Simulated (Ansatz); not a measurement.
**CH₃BrOSSi: basis-set convergence**

Aim: see how fast density functionals converge with the basis set for CH₃BrOSSi.

The runs use Ansatz 0.2.0, Gaussian basis; one geometry, several basis sets.

Plan: PBE0-D4/def2-SVP; ωB97M-V/def2-SVP; PBE0-D4/def2-QZVPP; ωB97M-V/def2-QZVPP; the functionals' def2-TZVPP values are taken from earlier runs.

### 1 The geometry

All runs share one geometry, relaxed beforehand with PBE0-D4 in a triple-zeta def2 set.

8 atoms, charge 0, spin multiplicity 1.

Atoms are counted from 1 here; the program's logs count them from 0.

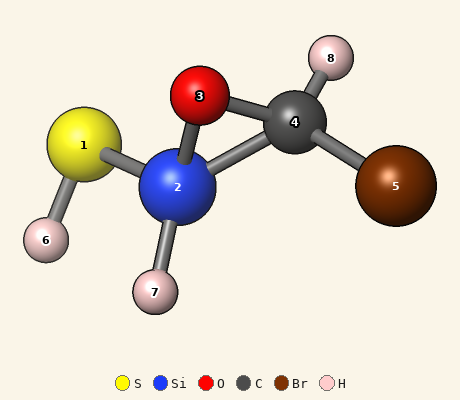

The geometry (sulfur yellow, silicon blue, oxygen red, carbon dark grey, bromine brown, hydrogen pink); atoms are numbered from 1 in the order of the file.

Geometry (Å):

```xyz
8
CH3BrOSSi
S     0.33711    2.23701    0.61563
Si    0.06839    0.15353    0.47611
O     1.21974   -0.67206   -0.39679
C    -0.05330   -0.75293   -1.07647
Br   -0.79503   -2.53381   -1.16229
H    -0.23894    2.28848    1.82889
H    -0.41033   -0.43411    1.74031
H    -0.03545   -0.34312   -2.08108
```

### 2 PBE0-D4 in def2-SVP

File in.yaml:

```yaml
crystal:
  periodic: [false, false, false]
  atoms:
    - {symbol: S, position_ang: [0.337112, 2.237015, 0.615628]}
    - {symbol: Si, position_ang: [0.068385, 0.153531, 0.476108]}
    - {symbol: O, position_ang: [1.219740, -0.672063, -0.396790]}
    - {symbol: C, position_ang: [-0.053298, -0.752930, -1.076470]}
    - {symbol: Br, position_ang: [-0.795028, -2.533809, -1.162292]}
    - {symbol: H, position_ang: [-0.238939, 2.288480, 1.828886]}
    - {symbol: H, position_ang: [-0.410327, -0.434111, 1.740313]}
    - {symbol: H, position_ang: [-0.035446, -0.343115, -2.081083]}
basis:
  gaussian: {orbitals: def2-SVP}
hamiltonian: {xc: pbe0, dispersion: d4}
output: {orbitals: {seedname: orbitals}}
```

Run with:

```sh
$ ansatz run in.yaml --threads 4 --pin off --events-out ev --progress --plain --max-ram 10444MiB
```

Log:

```text
Functional definition: PBE0
  name "PBE0"
  cite "Adamo & Barone, J. Chem. Phys. 110, 6158 (1999) doi:10.1063/1.478522"
  cite "Perdew, Burke & Ernzerhof, Phys. Rev. Lett. 77, 3865 (1996) doi:10.1103/PhysRevLett.77.3865"
  parent pbe
  parameter a = 0.25
  parameter kappa = 0.804
  parameter beta = 0.06672455060314922
  exchange = (1 - a)*pbe_x(kappa = kappa, mu = beta*pi^2/3) + a*exact_x
  correlation = pbe_c(beta = beta)
1059 factors; integrals over basis functions are off by at most 1.0e-3 eV
mean field evaluation 1: about -91852.9560 eV, gradient 4.3e1 eV
mean field evaluation 2: about -91840.1542 eV, gradient 8.9e1 eV
mean field evaluation 4: about -91856.7894 eV, gradient 5.3e0 eV
mean field evaluation 8: about -91856.9480 eV, gradient 2.5e-1 eV
mean field evaluation 16: about -91856.9482 eV, gradient 6.0e-5 eV
mean field -91856.94820723 eV, -3375.6805837399 hartree, gradient 1.1e-5 eV, S^2 0.000000; 0 other end points of the search recorded, 0 dependent functions left out
reference -91856.94823178 eV, -3375.6805846423 hartree; 41, 41 occupied and 70, 70 virtual orbitals, 1059 factors
Total energy: -91857.14983521 eV, -3375.6879934314 hartree
```

It took 0.8 s on 4 threads of Intel Xeon 6975P-C, shared host.

### 3 ωB97M-V in def2-SVP

Edit in.yaml of step 2 so:

```diff
@@ -13,3 +13,3 @@
   gaussian: {orbitals: def2-SVP}
-hamiltonian: {xc: pbe0, dispersion: d4}
+hamiltonian: {xc: {name: wB97M-V}}
 output: {orbitals: {seedname: orbitals}}
```

Same command.

Log, cut to the lines that bear on the results:

```text
Functional definition: wB97M-V
  name "wB97M-V"
  cite "Mardirossian & Head-Gordon, J. Chem. Phys. 144, 214110 (2016) doi:10.1063/1.4952647"
  cite "Becke, J. Chem. Phys. 107, 8554 (1997) doi:10.1063/1.475007"
  cite "Vydrov & Van Voorhis, J. Chem. Phys. 133, 244103 (2010) doi:10.1063/1.3521275"
  # Of w^i u^j: cxij and so on, Table III.
[...]
  gx(w, u) = 1 - cx + cx01*u + cx10*w
  gss(w, u) = css00 + css04*u^4 + css10*w + css20*w^2 + css43*w^4*u^3
  gos(w, u) = cos00 + cos10*w + (cos20 + cos21*u)*w^2 + (cos60 + cos61*u)*w^6
[...]
      + integral(e_c_pw_mod_opposite_spin*gos(b97_w_opposite, b97_u_opposite)) + vv10(b, c)
1059 factors; integrals over basis functions are off by at most 1.0e-3 eV
283 factors; integrals over basis functions are off by at most 1.0e-5 eV
[...]
mean field -91869.52334054 eV, -3376.1427113653 hartree, gradient 1.9e-5 eV, S^2 0.000000; 0 other end points of the search recorded, 0 dependent functions left out
reference -91869.52337788 eV, -3376.1427127376 hartree; 41, 41 occupied and 70, 70 virtual orbitals, 1059 factors
Total energy: -91869.52337788 eV, -3376.1427127376 hartree
```

It took 2.5 s on 4 threads of Intel Xeon 6975P-C, shared host.

### 4 PBE0-D4 in def2-QZVPP

Edit in.yaml of step 3 so:

```diff
@@ -12,4 +12,4 @@
 basis:
-  gaussian: {orbitals: def2-SVP}
-hamiltonian: {xc: {name: wB97M-V}}
+  gaussian: {orbitals: "def2-QZVPP.json"}
+hamiltonian: {xc: pbe0, dispersion: d4}
 output: {orbitals: {seedname: orbitals}}
```

Launched as before.

Log:

```text
Functional definition: PBE0
  name "PBE0"
  cite "Adamo & Barone, J. Chem. Phys. 110, 6158 (1999) doi:10.1063/1.478522"
  cite "Perdew, Burke & Ernzerhof, Phys. Rev. Lett. 77, 3865 (1996) doi:10.1103/PhysRevLett.77.3865"
  parent pbe
  parameter a = 0.25
  parameter kappa = 0.804
  parameter beta = 0.06672455060314922
  exchange = (1 - a)*pbe_x(kappa = kappa, mu = beta*pi^2/3) + a*exact_x
  correlation = pbe_c(beta = beta)
1839 factors; their error is unknown
mean field evaluation 1: about -91871.6683 eV, gradient 5.7e1 eV
mean field evaluation 2: about -91848.3212 eV, gradient 1.2e2 eV
mean field evaluation 4: about -91877.7757 eV, gradient 9.9e0 eV
mean field evaluation 8: about -91878.1551 eV, gradient 4.0e-1 eV
mean field evaluation 16: about -91878.1552 eV, gradient 3.4e-5 eV
mean field -91878.15520633 eV, -3376.4599265821 hartree, gradient 3.4e-5 eV, S^2 0.000000; 0 other end points of the search recorded, 0 dependent functions left out
reference -91878.15524135 eV, -3376.4599278691 hartree; 41, 41 occupied and 392, 392 virtual orbitals, 1839 factors
Total energy: -91878.35684477 eV, -3376.4673366582 hartree
```

Wall time 5.5 s (4 threads of Intel Xeon 6975P-C, shared host); peak memory 1.9 GiB.

### 5 ωB97M-V in def2-QZVPP

Edit in.yaml of step 4 so:

```diff
@@ -13,3 +13,3 @@
   gaussian: {orbitals: "def2-QZVPP.json"}
-hamiltonian: {xc: pbe0, dispersion: d4}
+hamiltonian: {xc: {name: wB97M-V}}
 output: {orbitals: {seedname: orbitals}}
```

The command is unchanged.

Log, cut to the lines that bear on the results:

```text
Functional definition: wB97M-V
  name "wB97M-V"
  cite "Mardirossian & Head-Gordon, J. Chem. Phys. 144, 214110 (2016) doi:10.1063/1.4952647"
  cite "Becke, J. Chem. Phys. 107, 8554 (1997) doi:10.1063/1.475007"
  cite "Vydrov & Van Voorhis, J. Chem. Phys. 133, 244103 (2010) doi:10.1063/1.3521275"
  # Of w^i u^j: cxij and so on, Table III.
[...]
  gx(w, u) = 1 - cx + cx01*u + cx10*w
  gss(w, u) = css00 + css04*u^4 + css10*w + css20*w^2 + css43*w^4*u^3
  gos(w, u) = cos00 + cos10*w + (cos20 + cos21*u)*w^2 + (cos60 + cos61*u)*w^6
[...]
      + integral(e_c_pw_mod_opposite_spin*gos(b97_w_opposite, b97_u_opposite)) + vv10(b, c)
1760 factors; their error is unknown
325 factors; integrals over basis functions are off by at most 2.4e-5 eV
[...]
mean field -91890.66120371 eV, -3376.9195135091 hartree, gradient 4.8e-5 eV, S^2 0.000000; 0 other end points of the search recorded, 0 dependent functions left out
reference -91890.66125868 eV, -3376.9195155292 hartree; 41, 41 occupied and 392, 392 virtual orbitals, 1760 factors
Total energy: -91890.66125868 eV, -3376.9195155292 hartree
```

Run time: 11 s. Hardware: 4 threads of Intel Xeon 6975P-C, shared host; peak memory 2.2 GiB.

### 6 Density functionals: the series

The def2-TZVPP values come from earlier runs at the same geometry.

| functional | basis | functions | energy (eV) | from the largest (eV) | HOMO (eV) | LUMO (eV) |
| --- | --- | --- | --- | --- | --- | --- |
| PBE0-D4 | def2-SVP | 111 | -91857.1498 | 21.207 | -7.17 | -0.43 |
| PBE0-D4 | def2-TZVPP | 236 | -91876.1474 | 2.209 | -7.27 | -0.74 |
| PBE0-D4 | def2-QZVPP | 433 | -91878.3568 | 0.000 | -7.30 | -0.82 |
| ωB97M-V | def2-SVP | 111 | -91869.5234 | 21.138 | -9.30 | 1.55 |
| ωB97M-V | def2-TZVPP | 236 | -91888.5465 | 2.115 | -9.43 | 1.10 |
| ωB97M-V | def2-QZVPP | 433 | -91890.6613 | 0.000 | -9.46 | 0.90 |

### 7 What came out

| quantity | value |
| --- | --- |
| PBE0-D4: double and triple zeta above quadruple | 21.21, 2.21 eV |
| ωB97M-V: double and triple zeta above quadruple | 21.14, 2.11 eV |

**Reading.** For PBE0-D4 the step from double to triple zeta gains 19.00 eV and the next only 2.21 eV. These are total energies; as a rule much of such shifts cancels in differences, which this series doesn't test. The LUMO of ωB97M-V is positive and keeps falling with the basis (1.55 to 0.90 eV): an unbound level that the basis holds in place.

For PBE0-D4 the largest set took about 7 times as long as the smallest (5.5 s against 0.8 s).
